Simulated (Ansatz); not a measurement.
## Phonons of ZrAlGe in the AlB2 type

Question: is the lattice of ZrAlGe in the AlB2 type stable, and if so, what are its coupling constant and resistivity?

Calculated with Ansatz 0.2.0; DFT PBE, scalar-relativistic, plane waves, PAW; PAW set soft_1.

The structure was built from a prototype and need not be the compound's stable phase.

**1. Starting point**

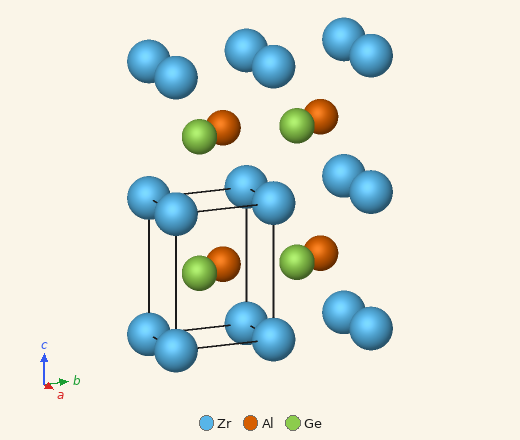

The starting structure, seen slightly off an axis (zirconium blue, aluminium orange, germanium green). 1×2×2 cells are drawn. Some periodic images of atoms are drawn too.

**2. Relaxation**

Lattice constant and positions set the bands and the force constants, so the cell is relaxed first.

The input, input.yaml:

```yaml
crystal:
  lattice:
    - [4.09521, 0.0, 0.0]
    - [-2.0476, 3.54655, 0.0]
    - [0.0, 0.0, 4.29997]
  atoms:
    - { symbol: Zr, position: [0.0, 0.0, 0.0] }
    - { symbol: Al, position: [0.33333333, 0.66666667, 0.5] }
    - { symbol: Ge, position: [0.66666667, 0.33333333, 0.5] }
kpoints:
  mp_grid: { grid: [9, 9, 8] }
hamiltonian:
  xc: pbe
  pseudopotentials: { kind: paw, azcp: { folder: soft_1 } }
scf:
  occupations: { method: gaussian, width: 0.1 }
output:
  forces: true
  stress: true
  eigenvalues: true
relax:
  adjacent_minimum: "off"
  f_tol: 0.005
  max_steps: 80
  cell: { stress_tol: 0.05 }
```

Launch:

```bash
$ ansatz run input.yaml --threads 4 --pin off --max-ram 12288MiB --backend cpu --events-out ev --progress --plain --runs-dir out
```

Numbers of over 12 decimals in the logs are rounded to 6 here.

The program printed:

```text
Engine: ansatz 0.2.0, x86_64-unknown-linux-gnu
Pseudopotentials: kind: paw
Pseudopotential: Zr, paw, valence charge 12, recommended cutoff 420 eV (normal), soft_1/Zr.paw.azcp
Pseudopotential: Al, paw, valence charge 3, recommended cutoff 420 eV (normal), soft_1/Al.paw.azcp
Pseudopotential: Ge, paw, valence charge 14, recommended cutoff 420 eV (normal), soft_1/Ge.paw.azcp
Functional definition: PBE
  parameter kappa = 0.804
  parameter beta = 0.066725
  exchange = pbe_x(kappa = kappa, mu = beta*pi^2/3)
  correlation = pbe_c(beta = beta)
Crystal: 3 atoms, lattice volume = 62.452 Å³
Basis set: ecut = 420 eV, 1203 PW (Γ), exchange–correlation on 60×60×60 points (8 copies of the dense FFT grid, shifted against one another)
Bands: 19, of which v1, the nominal top of the filled ones, is band 15 counted from 1 (14 counted from 0)
Symmetry: 12 space group operations
Space group: P-6m2 (ITA 187), of the structure as read, at distance tolerance 4.0e-5 Å
k-points: 60 of 648 (time reversal used)
Non-local potential: Zr, projectors of the file, l = 0: 3, l = 1: 2, l = 2: 2, l = 3: 1
Non-local potential: Al, projectors of the file, l = 0: 2, l = 1: 2, l = 2: 1
Non-local potential: Ge, projectors of the file, l = 0: 2, l = 1: 2, l = 2: 3, l = 3: 1
PAW form: soft (Blöchl's): semilocal exchange-correlation on the pseudo side does not see the compensation charge
PAW one-centre angular grid: Zr, 590 points (default); XC on 64 Gauss nodes
PAW one-centre angular grid: Al, 110 points (default); XC on 64 Gauss nodes
PAW one-centre angular grid: Ge, 590 points (default); XC on 64 Gauss nodes
Initial density: superposition of atomic densities (chi_scale 0.1, normalization cell, long waves kept (reshape's long-wave potential 0.00 eV rms))
Initial wavefunctions: pseudopotential atomic-orbital guess
Functional: x = pbe(κ = 0.804, μ = 0.219515), c = pbe(β = 0.066725)
SCF iter   1: F=—  HF=-9016.819295 eV  |F-HF|=—  |Δ(HF+E_count)|=         —  Δρ=3.24e-2  dr2=7.16e-1  ethr=3.10e-3  ⟨swp⟩=5.5  Hψ=5436  notcnv=0
preconditioner: auto → Kerker (q_TF=auto, 2.401 Å⁻¹)  [metal: Δε(μ)=0.024 eV  Ē_g=5.880 eV  σ=0.100 eV  W_gap=0.14  n_scr=20 (ndim 8)  ℏωp=15.6 eV  f_vac=0.000  D(μ)=2.75/eV (n_scr^D=20)]
SCF iter   2: F=—  HF=-9016.645578 eV  |F-HF|=—  |Δ(HF+E_count)|=   1.74e-1  Δρ=1.81e-2  dr2=1.80e-1  ethr=2.47e-3  ⟨swp⟩=2.0  Hψ=2508  notcnv=0  defer=9
SCF iter   3: F=—  HF=-9016.603724 eV  |F-HF|=—  |Δ(HF+E_count)|=   4.19e-2  Δρ=7.29e-3  dr2=3.24e-2  ethr=6.22e-4  ⟨swp⟩=2.0  Hψ=2007  notcnv=0  defer=9
SCF iter   4: F=—  HF=-9016.595004 eV  |F-HF|=—  |Δ(HF+E_count)|=   8.72e-3  Δρ=1.72e-3  dr2=1.80e-3  ethr=1.12e-4  ⟨swp⟩=2.0  Hψ=2010  notcnv=0  defer=9
SCF iter   5: F=—  HF=-9016.594846 eV  |F-HF|=—  |Δ(HF+E_count)|=   1.58e-4  Δρ=3.83e-4  dr2=1.18e-4  ethr=6.20e-6  ⟨swp⟩=2.0  Hψ=1394  notcnv=0  defer=9
SCF iter   6: F=—  HF=-9016.594813 eV  |F-HF|=—  |Δ(HF+E_count)|=   3.30e-5  Δρ=9.98e-5  dr2=9.59e-6  ethr=4.05e-7  ⟨swp⟩=2.0  Hψ=1765  notcnv=0  defer=9
SCF iter   7: F=—  HF=-9016.594825 eV  |F-HF|=—  |Δ(HF+E_count)|=   1.18e-5  Δρ=3.22e-5  dr2=1.21e-6  ethr=3.31e-8  ⟨swp⟩=2.0  Hψ=1769  notcnv=0  defer=9
SCF iter   8: F=-9016.594825 eV  HF=-9016.594825 eV  |F-HF|=6.02e-8  |Δ(HF+E_count)|=   2.79e-7  Δρ=8.53e-6  dr2=8.09e-8  ethr=3.45e-10  ⟨swp⟩=3.4  Hψ=4694  notcnv=0
SCF 1 converged in 8 iterations: F = -9016.594825 eV  dr2 = 8.09e-8
  greatest PAW one-centre occupation: 0.998 electrons in one spin orbital (limit 2), on the Ge atom at site 2 (counted from 0), in its partial waves of l = 2
relax step   1: F+E_penalty+E_count = -9016.59482465 eV  Δ(F+E_penalty+E_count) = +0.000e0 eV  max|allowed force component| = 2.497e-17 eV/Å  Δτ_max = 0.0000 Å  P = -5.617 GPa  Ω = 62.452 Å³  (8 SCF iters, dr2 threshold 1.00e-7 eV, accepted)
Crystal: 3 atoms, lattice volume = 59.592 Å³
Basis set: ecut = 420 eV, 1177 PW (Γ), exchange–correlation on 60×60×60 points (8 copies of the dense FFT grid, shifted against one another)
Initial density: handed on by an earlier stage of this run
Initial wavefunctions: those handed on with the density
iter 1 solved again at ethr=5.70e-5 eV; its pass at ethr=3.10e-3 eV (dr2=1.65e-2 eV) is discarded
SCF iter   1: F=—  HF=-9016.883600 eV  |F-HF|=—  |Δ(HF+E_count)|=         —  Δρ=3.75e-3  dr2=1.69e-2  ethr=5.70e-5  ⟨swp⟩=1.0  Hψ=6539  notcnv=0
preconditioner: auto → Kerker (q_TF=auto, 2.420 Å⁻¹)  [metal: Δε(μ)=0.020 eV  Ē_g=6.173 eV  σ=0.100 eV  W_gap=0.11  n_scr=20 (ndim 8)  ℏωp=16.0 eV  f_vac=0.000  D(μ)=2.75/eV (n_scr^D=20)]
SCF iter   2: F=—  HF=-9016.880401 eV  |F-HF|=—  |Δ(HF+E_count)|=   3.20e-3  Δρ=2.00e-3  dr2=4.22e-3  ethr=5.70e-5  ⟨swp⟩=1.9  Hψ=1224  notcnv=0
SCF iter   3: F=—  HF=-9016.879213 eV  |F-HF|=—  |Δ(HF+E_count)|=   1.19e-3  Δρ=6.02e-4  dr2=4.05e-4  ethr=1.45e-5  ⟨swp⟩=2.9  Hψ=1788  notcnv=0
SCF iter   4: F=—  HF=-9016.879056 eV  |F-HF|=—  |Δ(HF+E_count)|=   1.57e-4  Δρ=2.20e-4  dr2=5.41e-5  ethr=1.40e-6  ⟨swp⟩=2.0  Hψ=1747  notcnv=0
SCF iter   5: F=—  HF=-9016.879037 eV  |F-HF|=—  |Δ(HF+E_count)|=   1.91e-5  Δρ=8.27e-5  dr2=6.37e-6  ethr=1.86e-7  ⟨swp⟩=2.0  Hψ=1728  notcnv=0
SCF iter   6: F=-9016.879035 eV  HF=-9016.879035 eV  |F-HF|=5.02e-8  |Δ(HF+E_count)|=   1.69e-6  Δρ=1.66e-5  dr2=1.90e-7  ethr=1.03e-9  ⟨swp⟩=3.3  Hψ=4958  notcnv=0
SCF 2 converged in 6 iterations: F = -9016.879035 eV  dr2 = 1.90e-7
relax step   2: F+E_penalty+E_count = -9016.87903477 eV  Δ(F+E_penalty+E_count) = -2.842e-1 eV  max|allowed force component| = 1.262e-17 eV/Å  Δτ_max = 0.0000 Å  P = -3.605 GPa  Ω = 59.592 Å³  energy of the carried Pulay correction = +4.410e-4 eV  (6 SCF iters, dr2 threshold 3.00e-7 eV, accepted)
Crystal: 3 atoms, lattice volume = 57.188 Å³
Basis set: ecut = 420 eV, 1141 PW (Γ), exchange–correlation on 60×60×60 points (8 copies of the dense FFT grid, shifted against one another)
iter 1 solved again at ethr=6.57e-5 eV; its pass at ethr=3.10e-3 eV (dr2=1.91e-2 eV) is discarded
SCF iter   1: F=—  HF=-9017.097764 eV  |F-HF|=—  |Δ(HF+E_count)|=         —  Δρ=4.05e-3  dr2=1.96e-2  ethr=6.57e-5  ⟨swp⟩=1.0  Hψ=6583  notcnv=0
preconditioner: auto → Kerker (q_TF=auto, 2.436 Å⁻¹)  [metal: Δε(μ)=0.005 eV  Ē_g=6.350 eV  σ=0.100 eV  W_gap=0.03  n_scr=20 (ndim 8)  ℏωp=16.3 eV  f_vac=0.000  D(μ)=3.00/eV (n_scr^D=26)]
SCF iter   2: F=—  HF=-9017.094041 eV  |F-HF|=—  |Δ(HF+E_count)|=   3.72e-3  Δρ=2.20e-3  dr2=5.32e-3  ethr=6.57e-5  ⟨swp⟩=1.8  Hψ=1213  notcnv=0
SCF iter   3: F=—  HF=-9017.092561 eV  |F-HF|=—  |Δ(HF+E_count)|=   1.48e-3  Δρ=7.21e-4  dr2=5.26e-4  ethr=1.83e-5  ⟨swp⟩=2.1  Hψ=1748  notcnv=0
SCF iter   4: F=—  HF=-9017.092292 eV  |F-HF|=—  |Δ(HF+E_count)|=   2.69e-4  Δρ=2.65e-4  dr2=7.70e-5  ethr=1.81e-6  ⟨swp⟩=2.0  Hψ=1764  notcnv=0
SCF iter   5: F=—  HF=-9017.092277 eV  |F-HF|=—  |Δ(HF+E_count)|=   1.41e-5  Δρ=9.21e-5  dr2=6.87e-6  ethr=2.65e-7  ⟨swp⟩=2.2  Hψ=1750  notcnv=0
SCF iter   6: F=-9017.092276 eV  HF=-9017.092276 eV  |F-HF|=6.53e-9  |Δ(HF+E_count)|=   1.74e-6  Δρ=1.63e-5  dr2=1.55e-7  ethr=1.03e-9  ⟨swp⟩=3.7  Hψ=5140  notcnv=0
SCF 3 converged in 6 iterations: F = -9017.092276 eV  dr2 = 1.55e-7
relax step   3: F+E_penalty+E_count = -9017.09227572 eV  Δ(F+E_penalty+E_count) = -2.132e-1 eV  max|allowed force component| = 8.327e-17 eV/Å  Δτ_max = 0.0000 Å  P = -1.544 GPa  Ω = 57.188 Å³  energy of the carried Pulay correction = +8.298e-4 eV  (6 SCF iters, dr2 threshold 3.00e-7 eV, accepted)
[...]
relax step   4: F+E_penalty+E_count = -9017.21751326 eV  Δ(F+E_penalty+E_count) = -1.252e-1 eV  max|allowed force component| = 1.118e-17 eV/Å  Δτ_max = 0.0000 Å  P = -0.104 GPa  Ω = 55.521 Å³  energy of the carried Pulay correction = +1.113e-3 eV  (6 SCF iters, dr2 threshold 3.00e-7 eV, accepted)
[...]
relax step   5: F+E_penalty+E_count = -9017.23324186 eV  Δ(F+E_penalty+E_count) = -1.573e-2 eV  max|allowed force component| = 2.352e-17 eV/Å  Δτ_max = 0.0000 Å  P = +0.304 GPa  Ω = 54.991 Å³  energy of the carried Pulay correction = +1.207e-3 eV  (6 SCF iters, dr2 threshold 3.00e-7 eV, accepted)
[...]
relax step   6: F+E_penalty+E_count = -9017.23345087 eV  Δ(F+E_penalty+E_count) = -2.090e-4 eV  max|allowed force component| = 3.739e-17 eV/Å  Δτ_max = 0.0000 Å  P = -0.101 GPa  Ω = 55.185 Å³  energy of the carried Pulay correction = +1.176e-3 eV  (6 SCF iters, dr2 threshold 3.00e-7 eV, accepted)
[...]
relax step   7: F+E_penalty+E_count = -9017.23347823 eV  Δ(F+E_penalty+E_count) = -2.736e-5 eV  max|allowed force component| = 2.429e-17 eV/Å  Δτ_max = 0.0000 Å  P = +0.001 GPa  Ω = 55.131 Å³  energy of the carried Pulay correction = +1.185e-3 eV  (6 SCF iters, dr2 threshold 3.46e-8 eV, accepted)
Basis set: ecut = 420 eV, 1049 PW (Γ), exchange–correlation on 60×60×48 points (8 copies of the dense FFT grid, shifted against one another)
Initial wavefunctions: pseudopotential atomic-orbital guess (no wavefunctions were taken with the density)
iter 1 solved again at ethr=8.07e-8 eV; its pass at ethr=3.10e-3 eV (dr2=2.34e-5 eV) is discarded
SCF iter   1: F=—  HF=-9017.233279 eV  |F-HF|=—  |Δ(HF+E_count)|=         —  Δρ=8.33e-5  dr2=2.24e-7  ethr=8.07e-8  ⟨swp⟩=3.1  Hψ=8623  notcnv=0
preconditioner: auto → none  [metal: Δε(μ)=0.006 eV  Ē_g=6.477 eV  σ=0.100 eV  W_gap=0.03  n_scr=8 (ndim 8)  ℏωp=16.6 eV  f_vac=0.000  D(μ)=2.63/eV (n_scr^D=20)]
SCF iter   2: F=—  HF=-9017.233336 eV  |F-HF|=—  |Δ(HF+E_count)|=   5.64e-5  Δρ=4.31e-5  dr2=9.20e-8  ethr=7.72e-10  ⟨swp⟩=2.0  Hψ=1800  notcnv=0
SCF iter   3: F=—  HF=-9017.233338 eV  |F-HF|=—  |Δ(HF+E_count)|=   1.66e-6  Δρ=1.22e-5  dr2=8.48e-9  ethr=3.17e-10  ⟨swp⟩=2.0  Hψ=1755  notcnv=0
SCF iter   4: F=—  HF=-9017.233338 eV  |F-HF|=—  |Δ(HF+E_count)|=   1.47e-7  Δρ=1.36e-6  dr2=1.81e-10  ethr=2.92e-11  ⟨swp⟩=2.0  Hψ=1784  notcnv=0
iter 5 did not close the SCF: its close was put off for the readings that it lacked (scf_convergence_deferred on its scf_iter line)
SCF iter   5: F=-9017.233338 eV  HF=-9017.233338 eV  |F-HF|=1.64e-11  |Δ(HF+E_count)|=   1.41e-9  Δρ=2.10e-7  dr2=7.79e-12  ethr=1.00e-12  ⟨swp⟩=2.1  Hψ=1686  notcnv=0
SCF iter   6: F=-9017.233338 eV  HF=-9017.233338 eV  |F-HF|=0.00e0  |Δ(HF+E_count)|=  1.82e-11  Δρ=2.53e-8  dr2=2.88e-13  ethr=1.00e-12  ⟨swp⟩=3.6  Hψ=4456  notcnv=0
SCF 8 converged in 6 iterations: F = -9017.233338 eV  dr2 = 2.88e-13
relax step   8: F+E_penalty+E_count = -9017.23333771 eV  Δ(F+E_penalty+E_count) = +1.405e-4 eV  max|allowed force component| = 2.486e-17 eV/Å  Δτ_max = 0.0000 Å  P = +0.001 GPa  Ω = 55.131 Å³  stress off target by 2.03e-2 GPa  SCF on the basis re-selected at this cell (its energy is not comparable with the rows above)  (6 SCF iters)
basis re-selected at this cell: Δ(F+E_penalty+E_count) = +1.405e-4 eV, ΔP = -0.000 GPa vs the last step (what re-selecting the basis moved, of the pressure what is left beyond the Pulay correction that the steps carried, after the strain that the cell walked since its last selection, with what the two solves' SCF thresholds leave and, on support functions, any second-order correction that the steps lacked; it is no measure of the basis error at this ecutwfc). The dense FFT grid was sized anew with the basis: this SCF ran on 30×30×24 points, the steps before it on 30×30×30, so part of this shift can come from that change (see relax.cell in the input reference). [rest of the remark cut]
SCF converged after 6 iterations
Free energy (F): -9017.233338 eV
Harris-Foulkes:  -9017.233338 eV  (|F-HF|=0.00e0)
Internal energy: -9017.220201 eV  (E = F + TS)
E sigma→0 (E₀):  -9017.226769 eV
Entropy (-TS):   -0.013137 eV (-4.379 meV/atom)
Fermi energy:    12.680658 eV
--- Per-component energies (eV) ---
  E_band       = -198.077526
  E_kinetic    = 433.546817
  E_local      = -2834.663796  (includes V_loc(G=0)·N_el)
  E_nonlocal   = 303.457445
  E_hartree    = 1284.578574
  E_xc         = -265.289157
  E_vxc        = -278.863067  (∫ρ·V_xc dr)
  E_paw        = -5447.582757  (= ΣΔE_a)
  E_vpaw       = -390.712064  (= ΣTr[D̂ρ^β])
  E_aug_tail   = -0.000013  (compensation charges beyond the density's cutoff)
  E_ewald      = -2491.267313
  E_smearing   = -0.013137  (= −TS)
  E_closure    = -0.000000  (closes the sum)
  Σ components = -9017.233338   (vs F -9017.233338, Δ=0.00e0)
--- Forces (eV/Å), atoms counted from 1 ---
  atom   1  Zr     0.00000000     0.00000000     0.00000000
  atom   2  Al    -0.00000000     0.00000000    -0.00000000
  atom   3  Ge     0.00000000    -0.00000000     0.00000000
  max |Σ_I F_I| component: 4.63e-18 eV/Å
--- Stress (GPa, compression-positive) ---
        0.011053       0.000000       0.000000
        0.000000       0.011053      -0.000000
        0.000000      -0.000000      -0.020265
  P = ⅓ Tr σ = 0.0006 GPa (0.006 kbar)
--- Band table (eV; the first three rows and the last of 60) ---
  k-point 0: bands = [... 11 lower, 9.1134, 10.7052, 11.4594, 12.5262, 13.9078, 13.9078, 13.9305, 13.9305]
  k-point 1: bands = [... 11 lower, 9.2644, 10.0154, 11.6345, 12.6182, 12.6182, 12.6938, 15.2323, 15.2323]
  k-point 2: bands = [... 11 lower, 9.6927, 9.6927, 11.6588, 11.6588, 12.2618, 13.4607, 14.5225, 14.5225]
  k-point 59: bands = [... 11 lower, 8.5608, 8.8870, 9.8474, 13.1074, 13.6956, 14.9774, 15.2678, 15.3391]
--- Relaxed structure (7 steps of the walk, 7 accepted, 1 SCFs on fresh bases) ---
  F+E_penalty+E_count = -9017.23333771 eV   max|allowed force component| = 2.486e-17 eV/Å   (the final SCF, on the basis selected at the relaxed cell)
  cell:  # Å, volume = 55.1307 Å³
    - [4.228351, -2.9806063995612757e-6, 0.0]
    - [-2.114173, 3.661861, 0.0]
    - [0.0, 0.0, 3.560580]
  atoms:
    - { symbol: Zr, position: [0, 0, 0.0] }
    - { symbol: Al, position: [0.333333, 0.666667, 0.500000] }
    - { symbol: Ge, position: [0.666667, 0.333333, 0.500000] }
```

Elapsed: 11 s, on 4 threads of AMD EPYC 7R13 (Zen 3), shared host; peak memory 0.49 GiB.

Step by step:

```
step  energy less that of the first step (eV)  largest force component (eV/Å)  pressure (GPa)  volume (Å³)
   1                                   0.0000                          0.0000           -5.62        62.45
   2                                  -0.2842                          0.0000           -3.61        59.59
   3                                  -0.4975                          0.0000           -1.54        57.19
   4                                  -0.6227                          0.0000           -0.10        55.52
   5                                  -0.6384                          0.0000            0.30        54.99
   6                                  -0.6386                          0.0000           -0.10        55.19
   7                                  -0.6387                          0.0000            0.00        55.13
  8*                                  -0.6385                          0.0000            0.00        55.13
```

Relaxation steps marked * repeat the geometry before them on a plane-wave basis chosen anew for their cell, so energy and pressure can jump there.

The run keeps the 12 symmetry operations that it works with, so distortions that break them were not tested.

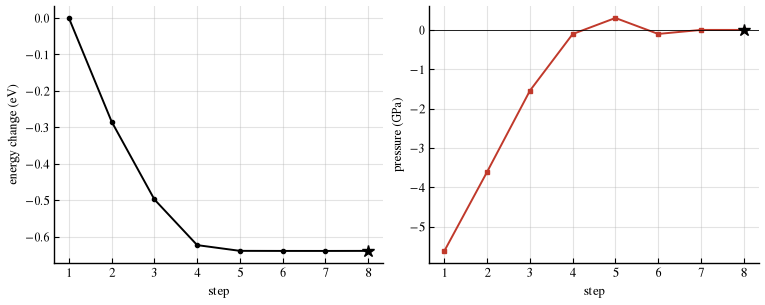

Energy and pressure along the relaxation. Stars mark steps on a basis chosen anew.

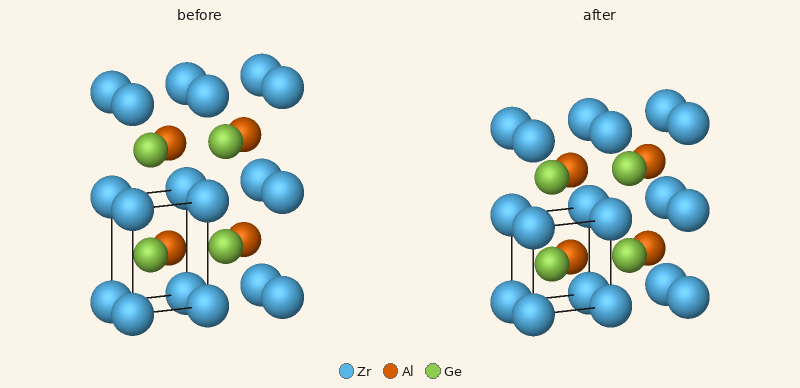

The structure before and after the relaxation, drawn at the same scale.

```
     cell as run  before  after   change
           a (Å)   4.095  4.228   +3.3 %
           b (Å)   4.095  4.228   +3.3 %
           c (Å)   4.300  3.561  -17.2 %
volume (Å³/atom)   20.82  18.38  -11.7 %
```

The relaxed structure:

```xyz
3
Lattice="4.2284 0.0000 0.0000 -2.1142 3.6619 0.0000 0.0000 0.0000 3.5606" Properties=species:S:1:pos:R:3 pbc="T T T"
Zr    0.0000    0.0000    0.0000
Al    0.0000    2.4412    1.7803
Ge    2.1142    1.2206    1.7803
```

This step gave:

```yaml
pressure: 6.14e-4 GPa
volume_per_atom: 18.38 Å³/atom
metallic_on_mesh: yes
gap_on_the_k_mesh: 0 eV
```

The largest force is now zero by symmetry and the largest stress component 0.020 GPa.

**3. Relaxation**

The cell moved far, so the relaxation is started again from the new cell to confirm it.

input.yaml, the sections that differ from step 2:

```yaml
crystal:
  lattice:
    - [4.2283513643, -2.9806e-06, 0.0]
    - [-2.1141731009, 3.6618611879, 0.0]
    - [0.0, 0.0, 3.5605797623]
  atoms:
    - { symbol: Zr, position: [0.0, 0.0, 0.0] }
    - { symbol: Al, position: [0.3333333333, 0.6666666667, 0.5] }
    - { symbol: Ge, position: [0.6666666667, 0.3333333333, 0.5] }
# kpoints, hamiltonian, scf, output, relax: as in step 2
```

The program printed:

```text
[the first part of the log is left out]
  E_vxc        = -278.863067  (∫ρ·V_xc dr)
  E_paw        = -5447.582754  (= ΣΔE_a)
  E_vpaw       = -390.712059  (= ΣTr[D̂ρ^β])
  E_aug_tail   = -0.000013  (compensation charges beyond the density's cutoff)
  E_ewald      = -2491.267313
  E_smearing   = -0.013137  (= −TS)
  E_closure    = -0.000000  (closes the sum)
  Σ components = -9017.233338   (vs F -9017.233338, Δ=0.00e0)
[...]
--- Stress (GPa, compression-positive) ---
        0.011053       0.000000       0.000000
        0.000000       0.011053       0.000000
        0.000000       0.000000      -0.020264
  P = ⅓ Tr σ = 0.0006 GPa (0.006 kbar)
--- Band table (eV; the first three rows and the last of 60) ---
[...]
--- Relaxed structure (1 steps of the walk, 1 accepted, 1 SCFs on fresh bases) ---
[...]
cell:  # Å, volume = 55.1307 Å³
    - [4.228351, -2.98058538208536e-6, 0.0]
    - [-2.114173, 3.661861, 0.0]
    - [0.0, 0.0, 3.5605797623]
  atoms:
    - { symbol: Zr, position: [0.0, 0.0, 0.0] }
    - { symbol: Al, position: [0.333333, 0.666667, 0.5] }
    - { symbol: Ge, position: [0.666667, 0.333333, 0.5] }
```

It took 2.7 s on 4 threads; peak memory 0.47 GiB; 9.7 s of CPU time.

Little changed from the start: no atom moved by 0.005 Å and no cell edge by 0.1 %.

The largest force is now zero by symmetry and the largest stress component 0.020 GPa.

**4. Relaxing tightly for phonons**

No force is left; the cell is relaxed once more with another smearing and tight thresholds.

input.yaml: that of step 3 with these lines changed.

```diff
@@ -15,3 +15,3 @@
 scf:
-  occupations: { method: gaussian, width: 0.1 }
+  occupations: { method: methfessel_paxton, width: 0.2 }
 output:
@@ -22,4 +22,4 @@
   adjacent_minimum: "off"
-  f_tol: 0.005
-  max_steps: 80
-  cell: { stress_tol: 0.05 }
+  f_tol: 0.001
+  max_steps: 60
+  cell: { stress_tol: 0.01 }
```

The program printed:

```text
[the first part of the log is left out]
  E_vxc        = -278.876962  (∫ρ·V_xc dr)
  E_paw        = -5447.621438  (= ΣΔE_a)
  E_vpaw       = -390.776623  (= ΣTr[D̂ρ^β])
  E_aug_tail   = -0.000013  (compensation charges beyond the density's cutoff)
  E_ewald      = -2491.796614
  E_smearing   = -0.004078  (= −TS)
  E_closure    = -0.000000  (closes the sum)
  Σ components = -9017.228134   (vs F -9017.228134, Δ=0.00e0)
[...]
--- Stress (GPa, compression-positive) ---
       -0.000763       0.000000      -0.000000
        0.000000      -0.000763      -0.000000
       -0.000000      -0.000000       0.001856
  P = ⅓ Tr σ = 0.0001 GPa (0.001 kbar)
--- Band table (eV; the first three rows and the last of 60) ---
[...]
--- Relaxed structure (3 steps of the walk, 3 accepted, 1 SCFs on fresh bases) ---
[...]
cell:  # Å, volume = 55.0960 Å³
    - [4.226728, -2.979440861193781e-6, 0]
    - [-2.113361, 3.660455, 0]
    - [0, 0, 3.561071]
  atoms:
    - { symbol: Zr, position: [0, 0, 0] }
    - { symbol: Al, position: [0.333333, 0.666667, 0.500000] }
    - { symbol: Ge, position: [0.666667, 0.333333, 0.500000] }
```

It took 4.2 s on 4 threads; peak memory 0.47 GiB; 15 s of CPU time.

Little changed from the start: no atom moved by 0.005 Å and no cell edge by 0.1 %.

This step gave:

| Item | Value |
| --- | --- |
| pressure | 1.10e-4 GPa |
| volume per atom | 18.37 Å³/atom |

The largest force is now zero by symmetry and the largest stress component 0.0019 GPa, small enough for phonons.

(Part 1 of 3 ends here.)

[Logs are printed without paths, hosts, clocks, repeated set-up lines and the standing remarks that a program may print on its own settings, such as how far it seeks lower states.]

[Hosts, paths, dates, database ids (printed as entryN), source tags and the programs' standing remarks are cut or masked in the printed files.]
